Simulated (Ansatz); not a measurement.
## The perfect Al wire along [100], 9 atoms a period

Wanted: the relaxed geometry and the bands of the Al wire along [100], 9 atoms a period.

Method: DFT PBE, plane waves, PAW; relaxation of a wire's period; PAW set soft_1, in the first sound run; inputs show where later runs differ, in Ansatz 0.2.0.

**1. Starting point**

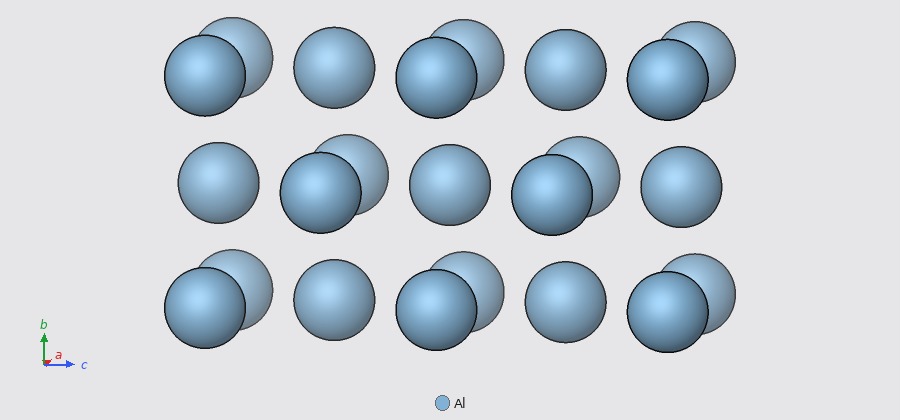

Start, viewed from the side, with the c axis across the page; aluminium light blue. 1×1×2 cells are drawn. Some periodic images of atoms are drawn too.

The cell holds 9 atoms: 9 Al. Cell: a = 10.840 Å, b = 10.840 Å, c = 4.040 Å, α = 90.0°, β = 90.0°, γ = 90.0°. Vacuum lies along a and b. The structure's axis is c.

**2. Relaxing the period**

Band widths follow the bond lengths, so the wire is relaxed first. The atoms and the third cell vector are free; the box across stays fixed as vacuum. A Fermi-Dirac smearing is set since the result may be a metal. The pressure printed is a third of the stress's trace over the whole box, vacuum included; only the stress along the axis is relaxed.

Input file input.yaml:

```yaml
crystal:
  lattice:
    - [10.84, 0.0, 0.0]
    - [0.0, 10.84, 0.0]
    - [0.0, 0.0, 4.04]
  atoms:
    - { symbol: Al, position: [0.313653137, 0.313653137, 0.0] }
    - { symbol: Al, position: [0.313653137, 0.686346863, 0.0] }
    - { symbol: Al, position: [0.5, 0.5, 0.0] }
    - { symbol: Al, position: [0.686346863, 0.313653137, 0.0] }
    - { symbol: Al, position: [0.686346863, 0.686346863, 0.0] }
    - { symbol: Al, position: [0.313653137, 0.5, 0.5] }
    - { symbol: Al, position: [0.5, 0.313653137, 0.5] }
    - { symbol: Al, position: [0.5, 0.686346863, 0.5] }
    - { symbol: Al, position: [0.686346863, 0.5, 0.5] }
kpoints:
  mp_grid: { grid: [1, 1, 20] }
scf:
  occupations: { method: fermi_dirac, width: 0.05 }
hamiltonian:
  xc: pbe
  pseudopotentials: { kind: paw, azcp: { folder: soft_1 } }
relax:
  cell: { fix: [a, b, alpha, beta, gamma] }
  max_steps: 45
  f_tol: 0.03
```

Command:

```sh
ansatz run input.yaml --threads 4 --pin off --max-ram 16384MiB --backend cpu --events-out ev --progress --plain --runs-dir out
```

Numbers of over 12 decimals in the logs are rounded to 6 here.

What it wrote:

```text
Engine: ansatz 0.2.0, aarch64-unknown-linux-gnu
Pseudopotentials: kind: paw
Pseudopotential: Al, paw, valence charge 3, recommended cutoff 420 eV (normal), soft_1/Al.paw.azcp
Functional definition: PBE
  parameter kappa = 0.804
  parameter beta = 0.066725
  exchange = pbe_x(kappa = kappa, mu = beta*pi^2/3)
  correlation = pbe_c(beta = beta)
Crystal: 9 atoms, lattice volume = 474.723 Å³
Basis set: ecut = 420 eV, 9341 PW (Γ), exchange–correlation on 150×150×60 points (8 copies of the dense FFT grid, shifted against one another)
Bands: 23, of which v1, the nominal top of the filled ones, is band 14 counted from 1 (13 counted from 0)
Symmetry: 16 space group operations
Space group: P4/mmm (ITA 123), of the structure as read, at distance tolerance 7.8e-5 Å
k-points: 11 of 20
Non-local potential: Al, projectors of the file, l = 0: 2, l = 1: 2, l = 2: 1
PAW form: soft (Blöchl's): semilocal exchange-correlation on the pseudo side does not see the compensation charge
PAW one-centre angular grid: Al, 110 points (default); XC on 64 Gauss nodes
Initial density: superposition of atomic densities (neutral atoms: chi_scale 0, normalization atom)
Initial wavefunctions: pseudopotential atomic-orbital guess
Functional: x = pbe(κ = 0.804, μ = 0.219515), c = pbe(β = 0.066725)
SCF iter   1: F=—  HF=-4833.578238 eV  |F-HF|=—  |Δ(HF+E_count)|=         —  Δρ=1.78e-2  dr2=1.20e1  ethr=3.10e-3  ⟨swp⟩=9.1  Hψ=1683  notcnv=0
preconditioner: auto → LDOS  [insulator: Δε(μ)=0.151 eV  Ē_g=5.630 eV  σ=0.050 eV  W_gap=0.62  n_scr=34 (ndim 8)  ℏωp=8.9 eV  f_vac=0.290  D(μ)=4.48/eV (n_scr^D=20)  ε∞_Penn≈3.5  β→1.0]
SCF iter   2: F=—  HF=-4831.724369 eV  |F-HF|=—  |Δ(HF+E_count)|=    1.85e0  Δρ=1.20e-2  dr2=2.72e0  ethr=3.10e-3  ⟨swp⟩=4.0  Hψ=725  notcnv=0  defer=21
SCF iter   3: F=—  HF=-4831.391742 eV  |F-HF|=—  |Δ(HF+E_count)|=   3.33e-1  Δρ=1.49e-3  dr2=2.61e-2  ethr=3.10e-3  ⟨swp⟩=3.8  Hψ=634  notcnv=0  defer=16
SCF iter   4: F=—  HF=-4831.391406 eV  |F-HF|=—  |Δ(HF+E_count)|=   3.35e-4  Δρ=2.62e-4  dr2=1.38e-3  ethr=9.66e-5  ⟨swp⟩=2.4  Hψ=414  notcnv=0  defer=16
SCF iter   5: F=—  HF=-4831.391352 eV  |F-HF|=—  |Δ(HF+E_count)|=   5.37e-5  Δρ=6.77e-5  dr2=4.17e-5  ethr=5.12e-6  ⟨swp⟩=2.2  Hψ=371  notcnv=0  defer=16
SCF iter   6: F=—  HF=-4831.391386 eV  |F-HF|=—  |Δ(HF+E_count)|=   3.34e-5  Δρ=1.55e-5  dr2=2.01e-6  ethr=1.54e-7  ⟨swp⟩=2.3  Hψ=412  notcnv=0  defer=16
SCF iter   7: F=-4831.391387 eV  HF=-4831.391387 eV  |F-HF|=3.19e-8  |Δ(HF+E_count)|=   1.05e-6  Δρ=2.90e-6  dr2=4.11e-8  ethr=3.70e-10  ⟨swp⟩=5.9  Hψ=973  notcnv=0
SCF 1 converged in 7 iterations: F = -4831.391387 eV  dr2 = 4.11e-8
  greatest PAW one-centre occupation: 0.526 electrons in one spin orbital (limit 2), on the Al atom at site 3 (counted from 0), in its partial waves of l = 0
relax step   1: F+E_penalty+E_count = -4831.39138693 eV  Δ(F+E_penalty+E_count) = +0.000e0 eV  max|allowed force component| = 3.688e-1 eV/Å  Δτ_max = 0.0000 Å  P = -1.358 GPa  Ω = 474.723 Å³  fix = [a, b, alpha, beta, gamma]  reactions: a -0.650, b -0.650 GPa  (7 SCF iters, dr2 threshold 1.00e-7 eV, accepted)
Crystal: 9 atoms, lattice volume = 451.608 Å³
Basis set: ecut = 420 eV, 8877 PW (Γ), exchange–correlation on 150×150×60 points (8 copies of the dense FFT grid, shifted against one another)
Initial density: handed on by an earlier stage of this run
Initial wavefunctions: those handed on with the density
iter 1 solved again at ethr=7.08e-4 eV; its pass at ethr=3.10e-3 eV (dr2=1.91e-1 eV) is discarded
SCF iter   1: F=—  HF=-4831.825491 eV  |F-HF|=—  |Δ(HF+E_count)|=         —  Δρ=2.73e-3  dr2=2.02e-1  ethr=7.08e-4  ⟨swp⟩=1.4  Hψ=1755  notcnv=0
preconditioner: auto → LDOS  [insulator: Δε(μ)=0.238 eV  Ē_g=5.503 eV  σ=0.050 eV  W_gap=0.72  n_scr=26 (ndim 8)  ℏωp=9.1 eV  f_vac=0.352  D(μ)=2.02/eV (n_scr^D=8)  ε∞_Penn≈3.7  β→1.0]
SCF iter   2: F=—  HF=-4831.827594 eV  |F-HF|=—  |Δ(HF+E_count)|=   2.10e-3  Δρ=2.88e-3  dr2=2.87e-1  ethr=7.08e-4  ⟨swp⟩=3.8  Hψ=623  notcnv=0
SCF iter   3: F=—  HF=-4831.776773 eV  |F-HF|=—  |Δ(HF+E_count)|=   5.08e-2  Δρ=2.73e-4  dr2=6.08e-4  ethr=7.08e-4  ⟨swp⟩=2.1  Hψ=453  notcnv=0  defer=16
SCF iter   4: F=—  HF=-4831.776862 eV  |F-HF|=—  |Δ(HF+E_count)|=   8.95e-5  Δρ=7.23e-5  dr2=3.68e-5  ethr=2.25e-6  ⟨swp⟩=2.5  Hψ=434  notcnv=0  defer=16
SCF iter   5: F=—  HF=-4831.776883 eV  |F-HF|=—  |Δ(HF+E_count)|=   2.04e-5  Δρ=1.85e-5  dr2=2.08e-6  ethr=1.36e-7  ⟨swp⟩=2.4  Hψ=397  notcnv=0  defer=16
SCF iter   6: F=-4831.776886 eV  HF=-4831.776886 eV  |F-HF|=1.09e-9  |Δ(HF+E_count)|=   2.99e-6  Δρ=2.87e-6  dr2=5.53e-8  ethr=3.33e-9  ⟨swp⟩=5.0  Hψ=885  notcnv=0
SCF 2 converged in 6 iterations: F = -4831.776886 eV  dr2 = 5.53e-8
  greatest PAW one-centre occupation: 0.520 electrons in one spin orbital (limit 2), on the Al atom at site 4 (counted from 0), in its partial waves of l = 0
relax step   2: F+E_penalty+E_count = -4831.77688586 eV  Δ(F+E_penalty+E_count) = -3.855e-1 eV  max|allowed force component| = 1.133e-1 eV/Å  Δτ_max = 0.0808 Å  P = -0.204 GPa  Ω = 451.608 Å³  energy of the carried Pulay correction = +1.539e-3 eV  fix = [a, b, alpha, beta, gamma]  reactions: a -0.189, b -0.189 GPa  (6 SCF iters, dr2 threshold 9.00e-7 eV, accepted)
Crystal: 9 atoms, lattice volume = 450.990 Å³
Basis set: ecut = 420 eV, 8861 PW (Γ), exchange–correlation on 150×150×60 points (8 copies of the dense FFT grid, shifted against one another)
iter 1 solved again at ethr=5.04e-5 eV; its pass at ethr=3.10e-3 eV (dr2=1.36e-2 eV) is discarded
SCF iter   1: F=—  HF=-4831.782700 eV  |F-HF|=—  |Δ(HF+E_count)|=         —  Δρ=7.76e-4  dr2=1.53e-2  ethr=5.04e-5  ⟨swp⟩=2.4  Hψ=1725  notcnv=0
preconditioner: auto → LDOS  [insulator: Δε(μ)=0.261 eV  Ē_g=5.542 eV  σ=0.050 eV  W_gap=0.74  n_scr=26 (ndim 8)  ℏωp=9.1 eV  f_vac=0.369  D(μ)=1.93/eV (n_scr^D=8)  ε∞_Penn≈3.7  β→1.0]
SCF iter   2: F=—  HF=-4831.782000 eV  |F-HF|=—  |Δ(HF+E_count)|=   7.00e-4  Δρ=6.57e-4  dr2=1.66e-2  ethr=5.04e-5  ⟨swp⟩=2.3  Hψ=476  notcnv=0
SCF iter   3: F=—  HF=-4831.779247 eV  |F-HF|=—  |Δ(HF+E_count)|=   2.75e-3  Δρ=1.19e-4  dr2=4.24e-4  ethr=5.04e-5  ⟨swp⟩=2.0  Hψ=344  notcnv=0
SCF iter   4: F=—  HF=-4831.779038 eV  |F-HF|=—  |Δ(HF+E_count)|=   2.10e-4  Δρ=2.29e-5  dr2=7.07e-6  ethr=1.57e-6  ⟨swp⟩=2.2  Hψ=406  notcnv=0
SCF iter   5: F=-4831.779039 eV  HF=-4831.779039 eV  |F-HF|=9.30e-8  |Δ(HF+E_count)|=   1.29e-6  Δρ=3.75e-6  dr2=8.08e-8  ethr=2.97e-9  ⟨swp⟩=5.5  Hψ=898  notcnv=0
SCF 3 converged in 5 iterations: F = -4831.779039 eV  dr2 = 8.08e-8
  greatest PAW one-centre occupation: 0.520 electrons in one spin orbital (limit 2), on the Al atom at site 3 (counted from 0), in its partial waves of l = 0
relax step   3: F+E_penalty+E_count = -4831.77903901 eV  Δ(F+E_penalty+E_count) = -2.153e-3 eV  max|allowed force component| = 1.000e-1 eV/Å  Δτ_max = 0.0577 Å  P = +0.370 GPa  Ω = 450.990 Å³  energy of the carried Pulay correction = +1.582e-3 eV  fix = [a, b, alpha, beta, gamma]  reactions: a +0.491, b +0.491 GPa  (5 SCF iters, dr2 threshold 8.02e-7 eV, accepted)
Crystal: 9 atoms, lattice volume = 449.302 Å³
Basis set: ecut = 420 eV, 8789 PW (Γ), exchange–correlation on 150×150×60 points (8 copies of the dense FFT grid, shifted against one another)
iter 1 solved again at ethr=4.28e-5 eV; its pass at ethr=3.10e-3 eV (dr2=1.16e-2 eV) is discarded
SCF iter   1: F=—  HF=-4831.784821 eV  |F-HF|=—  |Δ(HF+E_count)|=         —  Δρ=6.73e-4  dr2=1.12e-2  ethr=4.28e-5  ⟨swp⟩=2.0  Hψ=1591  notcnv=0
preconditioner: auto → LDOS  [metal: Δε(μ)=0.089 eV  Ē_g=5.466 eV  σ=0.050 eV  W_gap=0.39  n_scr=26 (ndim 8)  ℏωp=9.1 eV  f_vac=0.358  D(μ)=3.60/eV (n_scr^D=12)  β→1.0]
SCF iter   2: F=—  HF=-4831.782975 eV  |F-HF|=—  |Δ(HF+E_count)|=   1.85e-3  Δρ=3.98e-4  dr2=3.72e-3  ethr=4.16e-5  ⟨swp⟩=2.0  Hψ=398  notcnv=0
SCF iter   3: F=—  HF=-4831.782533 eV  |F-HF|=—  |Δ(HF+E_count)|=   4.41e-4  Δρ=1.01e-4  dr2=2.81e-4  ethr=1.38e-5  ⟨swp⟩=2.5  Hψ=358  notcnv=0
SCF iter   4: F=—  HF=-4831.782362 eV  |F-HF|=—  |Δ(HF+E_count)|=   1.71e-4  Δρ=2.10e-5  dr2=7.42e-6  ethr=1.04e-6  ⟨swp⟩=2.4  Hψ=358  notcnv=0
SCF iter   5: F=-4831.782362 eV  HF=-4831.782362 eV  |F-HF|=3.54e-8  |Δ(HF+E_count)|=   1.61e-7  Δρ=4.30e-6  dr2=1.14e-7  ethr=2.32e-9  ⟨swp⟩=3.9  Hψ=1073  notcnv=0
SCF 4 converged in 5 iterations: F = -4831.782362 eV  dr2 = 1.14e-7
  greatest PAW one-centre occupation: 0.519 electrons in one spin orbital (limit 2), on the Al atom at site 4 (counted from 0), in its partial waves of l = 0
relax step   4: F+E_penalty+E_count = -4831.78236197 eV  Δ(F+E_penalty+E_count) = -3.323e-3 eV  max|allowed force component| = 9.923e-2 eV/Å  Δτ_max = 0.0368 Å  P = +0.010 GPa  Ω = 449.302 Å³  energy of the carried Pulay correction = +1.697e-3 eV  fix = [a, b, alpha, beta, gamma]  reactions: a -0.030, b -0.030 GPa  (5 SCF iters, dr2 threshold 6.26e-7 eV, accepted)
Crystal: 9 atoms, lattice volume = 450.796 Å³
iter 1 solved again at ethr=4.26e-6 eV; its pass at ethr=3.10e-3 eV (dr2=1.15e-3 eV) is discarded
SCF iter   1: F=—  HF=-4831.788304 eV  |F-HF|=—  |Δ(HF+E_count)|=         —  Δρ=3.05e-4  dr2=1.48e-3  ethr=4.26e-6  ⟨swp⟩=2.7  Hψ=1726  notcnv=0
preconditioner: auto → LDOS  [insulator: Δε(μ)=0.173 eV  Ē_g=5.487 eV  σ=0.050 eV  W_gap=0.63  n_scr=26 (ndim 8)  ℏωp=9.1 eV  f_vac=0.363  D(μ)=2.47/eV (n_scr^D=8)  ε∞_Penn≈3.7  β→1.0]
SCF iter   2: F=—  HF=-4831.788154 eV  |F-HF|=—  |Δ(HF+E_count)|=   1.50e-4  Δρ=1.73e-4  dr2=9.55e-4  ethr=4.26e-6  ⟨swp⟩=2.0  Hψ=390  notcnv=0
SCF iter   3: F=—  HF=-4831.787992 eV  |F-HF|=—  |Δ(HF+E_count)|=   1.61e-4  Δρ=4.44e-5  dr2=4.90e-5  ethr=3.54e-6  ⟨swp⟩=2.2  Hψ=334  notcnv=0
SCF iter   4: F=—  HF=-4831.787839 eV  |F-HF|=—  |Δ(HF+E_count)|=   1.53e-4  Δρ=1.15e-5  dr2=1.01e-6  ethr=1.81e-7  ⟨swp⟩=2.0  Hψ=385  notcnv=0
SCF iter   5: F=-4831.787840 eV  HF=-4831.787840 eV  |F-HF|=6.36e-8  |Δ(HF+E_count)|=   1.98e-7  Δρ=2.78e-6  dr2=3.75e-8  ethr=2.28e-9  ⟨swp⟩=5.1  Hψ=850  notcnv=0
SCF 5 converged in 5 iterations: F = -4831.787840 eV  dr2 = 3.75e-8
relax step   5: F+E_penalty+E_count = -4831.78783968 eV  Δ(F+E_penalty+E_count) = -5.478e-3 eV  max|allowed force component| = 7.476e-3 eV/Å  Δτ_max = 0.0231 Å  P = +0.063 GPa  Ω = 450.796 Å³  energy of the carried Pulay correction = +1.595e-3 eV  fix = [a, b, alpha, beta, gamma]  reactions: a +0.093, b +0.093 GPa  (5 SCF iters, dr2 threshold 6.15e-7 eV, accepted)
Basis set: ecut = 420 eV, 8861 PW (Γ), exchange–correlation on 150×150×54 points (8 copies of the dense FFT grid, shifted against one another)
Initial wavefunctions: pseudopotential atomic-orbital guess (no wavefunctions were taken with the density)
iter 1 solved again at ethr=1.77e-6 eV; its pass at ethr=3.10e-3 eV (dr2=4.79e-4 eV) is discarded
SCF iter   1: F=—  HF=-4831.787053 eV  |F-HF|=—  |Δ(HF+E_count)|=         —  Δρ=1.68e-5  dr2=1.65e-7  ethr=1.77e-6  ⟨swp⟩=3.0  Hψ=2339  notcnv=0
eigensolver tolerance schedule: the retry pair's looser diagonalisation over-reported the residual by 2903.59 of it (diagonalisation noise at an unbounded share of the residual, at the tolerance the schedule requests for it); recorded, not acted on — ethr = c·dr2/N_el stays at c = 1.0e-1
preconditioner: auto → LDOS  [insulator: Δε(μ)=0.172 eV  Ē_g=5.485 eV  σ=0.050 eV  W_gap=0.63  n_scr=26 (ndim 8)  ℏωp=9.1 eV  f_vac=0.363  D(μ)=2.49/eV (n_scr^D=8)  ε∞_Penn≈3.7  β→1.0]
SCF iter   2: F=—  HF=-4831.786834 eV  |F-HF|=—  |Δ(HF+E_count)|=   2.19e-4  Δρ=1.68e-6  dr2=2.70e-8  ethr=6.11e-10  ⟨swp⟩=3.5  Hψ=573  notcnv=0
SCF iter   3: F=—  HF=-4831.786834 eV  |F-HF|=—  |Δ(HF+E_count)|=   4.85e-9  Δρ=6.59e-7  dr2=1.33e-8  ethr=1.00e-10  ⟨swp⟩=2.0  Hψ=348  notcnv=0
SCF iter   4: F=—  HF=-4831.786834 eV  |F-HF|=—  |Δ(HF+E_count)|=   1.56e-9  Δρ=1.93e-7  dr2=3.38e-10  ethr=4.94e-11  ⟨swp⟩=2.1  Hψ=325  notcnv=0
SCF iter   5: F=-4831.786834 eV  HF=-4831.786834 eV  |F-HF|=1.18e-11  |Δ(HF+E_count)|=  9.82e-11  Δρ=8.19e-8  dr2=4.68e-11  ethr=1.00e-12  ⟨swp⟩=5.2  Hψ=888  notcnv=0
SCF 6 converged in 5 iterations: F = -4831.786834 eV  dr2 = 4.68e-11
relax step   6: F+E_penalty+E_count = -4831.78683435 eV  Δ(F+E_penalty+E_count) = +1.005e-3 eV  max|allowed force component| = 7.424e-3 eV/Å  Δτ_max = 0.0000 Å  P = +0.059 GPa  Ω = 450.796 Å³  fix = [a, b, alpha, beta, gamma]  reactions: a +0.091, b +0.091 GPa  stress off target by 5.01e-3 GPa on what of the cell is left free  SCF on the basis re-selected at this cell (its energy is not comparable with the rows above)  (5 SCF iters)
basis re-selected at this cell: Δ(F+E_penalty+E_count) = +1.005e-3 eV, ΔP = -0.004 GPa vs the last step (what re-selecting the basis moved, of the pressure what is left beyond the Pulay correction that the steps carried, after the strain that the cell walked since its last selection, with what the two solves' SCF thresholds leave and, on support functions, any second-order correction that the steps lacked; it is no measure of the basis error at this ecutwfc). The dense FFT grid was sized anew with the basis: this SCF ran on 75×75×27 points, the steps before it on 75×75×30, so part of this shift can come from that change (see relax.cell in the input reference). [rest of the remark cut]
SCF converged after 5 iterations
Free energy (F): -4831.786834 eV
Harris-Foulkes:  -4831.786834 eV  (|F-HF|=1.18e-11)
Internal energy: -4831.765662 eV  (E = F + TS)
E sigma→0 (E₀):  -4831.776248 eV
Entropy (-TS):   -0.021172 eV (-2.352 meV/atom)
Fermi energy:    -0.052763 eV
--- Per-component energies (eV) ---
  E_band       = -100.598697
  E_kinetic    = 183.549053
  E_local      = -1243.031664  (includes V_loc(G=0)·N_el)
  E_nonlocal   = 94.824252
  E_hartree    = 570.614439
  E_xc         = -326.640818
  E_vxc        = -245.275126  (∫ρ·V_xc dr)
  E_paw        = -4224.907216  (= ΣΔE_a)
  E_vpaw       = -31.894298  (= ΣTr[D̂ρ^β])
  E_aug_tail   = -0.000016  (compensation charges beyond the density's cutoff)
  E_ewald      = 113.826309
  E_smearing   = -0.021172  (= −TS)
  E_closure    = 0.000000  (closes the sum)
  Σ components = -4831.786834   (vs F -4831.786834, Δ=0.00e0)
--- Forces (eV/Å), atoms counted from 1 ---
  atom   1  Al     0.00430386     0.00430386     0.00000000
  atom   2  Al     0.00430386    -0.00430386     0.00000000
  atom   3  Al    -0.00000000     0.00000000     0.00000000
  atom   4  Al    -0.00430386     0.00430386     0.00000000
  atom   5  Al    -0.00430386    -0.00430386     0.00000000
  atom   6  Al     0.00742394     0.00000000     0.00000000
  atom   7  Al     0.00000000     0.00742394     0.00000000
  atom   8  Al     0.00000000    -0.00742394     0.00000000
  atom   9  Al    -0.00742394     0.00000000     0.00000000
  max |Σ_I F_I| component: 2.60e-18 eV/Å
--- Stress (GPa, compression-positive) ---
        0.090814       0.000000       0.000000
        0.000000       0.090814       0.000000
        0.000000       0.000000      -0.005013
  P = ⅓ Tr σ = 0.0589 GPa (0.589 kbar)
--- Relaxed structure (5 steps of the walk, 5 accepted, 1 SCFs on fresh bases) ---
  F+E_penalty+E_count = -4831.78683435 eV   max|allowed force component| = 7.424e-3 eV/Å   (the final SCF, on the basis selected at the relaxed cell)
  cell:  # Å, volume = 450.7959 Å³
    - [10.84, 0.0, 0.0]
    - [0.0, 10.84, 0.0]
    - [0.0, 0.0, 3.836378]
  atoms:
    - { symbol: Al, position: [0.320928, 0.320928, 0.0] }
    - { symbol: Al, position: [0.320928, 0.679072, 0.0] }
    - { symbol: Al, position: [0.5, 0.5, 0.0] }
    - { symbol: Al, position: [0.679072, 0.320928, 0.0] }
    - { symbol: Al, position: [0.679072, 0.679072, 0.0] }
    - { symbol: Al, position: [0.307200, 0.5, 0.5] }
    - { symbol: Al, position: [0.5, 0.307200, 0.5] }
    - { symbol: Al, position: [0.5, 0.692800, 0.5] }
    - { symbol: Al, position: [0.692800, 0.5, 0.5] }
```

Wall time 9.1 s (4 threads of Arm Neoverse V2, shared host); peak memory 0.75 GiB; 35 s of CPU time.

[end of part 1 of 2]

[Logs are printed without paths, hosts, clocks, repeated set-up lines and the standing remarks that a program may print on its own settings, such as how far it seeks lower states.]

[Hosts, paths, dates, database ids (printed as entryN), source tags and the programs' standing remarks are cut or masked in the printed files.]
